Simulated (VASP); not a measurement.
Band structure of Mg2Sn (antifluorite). Computed with LDA (Ceperley-Alder, Perdew-Zunger), VASP's LDA PAW potentials (set 64) (plane waves; VASP).

Unless said otherwise, spin-orbit coupling is left out, though it shifts the bands of the heavy elements here.

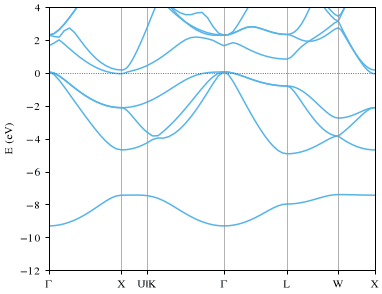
Figure. Bands along high-symmetry lines, zero at the valence-band maximum or, without a gap, the Fermi level

Read the plot: is there a gap, and where are the band edges?

It has no gap at this level: it comes out as a metal or semimetal. (Edges off the drawn lines would not show.)

Measured: gap 0.36 eV (computed value off by -0.36 eV), as given by Byungki Ryu et al., Journal of the Korean Physical Society (2019), arXiv:1905.06140.

The compound is Mg2Sn in the antifluorite structure. It was relaxed first.
